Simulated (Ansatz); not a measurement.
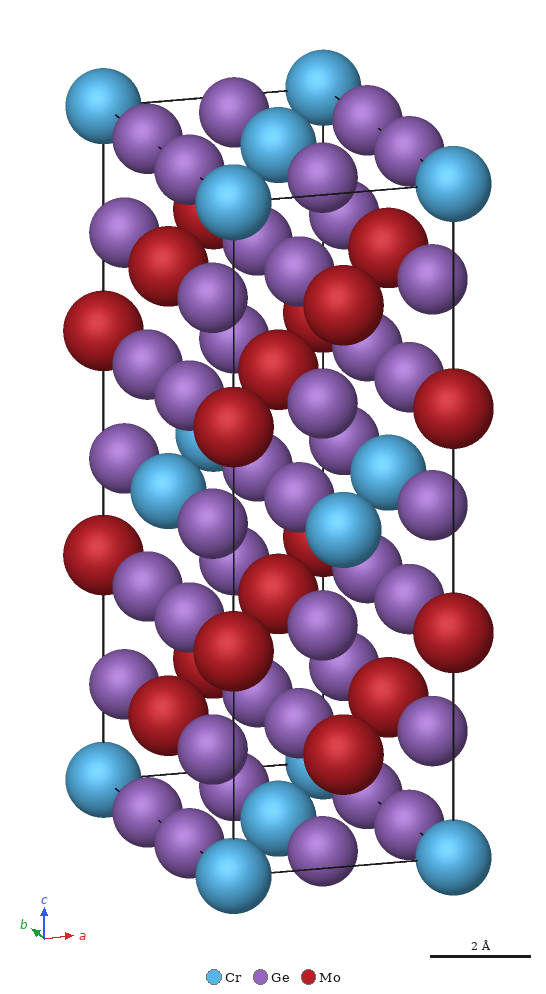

Spheres-only drawing of the structure, looking slightly off an axis. The edges of the conventional unit cell are marked.

CrGe6Mo2, space group Fmmm (No. 69), a = 4.678 Å, b = 8.224 Å, c = 14.022 Å, α = 90.00°, β = 90.00°, γ = 90.00°. The model was built from a structure type filled with these elements by a generator (whether the compound takes this form wasn't checked). Earlier steps of the study may have refined or changed the cell and positions. It was run through Ansatz as a DFT input.

This one geometry was computed with Ansatz (DFT, plane waves, PAW) at three levels of theory: r2SCAN, PBEsol and PBE.

> Which level gives the highest pressure at this volume, and what does that say about its equilibrium volume?

Highest: PBE (0.0 GPa), which points to the largest equilibrium volume. Lowest, with the smallest volume: PBEsol (-6.0 GPa). Levels within 0.5 GPa of each other can't be told apart.

> How does the band gap change with the level of theory?

All levels give a metal.

> Collect the results in a table.

| level | cutoff (eV) | k-mesh of the run's cell | gap (eV) | pressure (GPa) |
| --- | --- | --- | --- | --- |
| r2SCAN | 500 | 10×10×10 | metal | -4.0 |
| PBEsol | 420 | 10×10×10 | metal | -6.0 |
| PBE | 420 | 10×10×10 | metal | 0.0 |

Gaps are taken on the k-mesh or band path of each run.
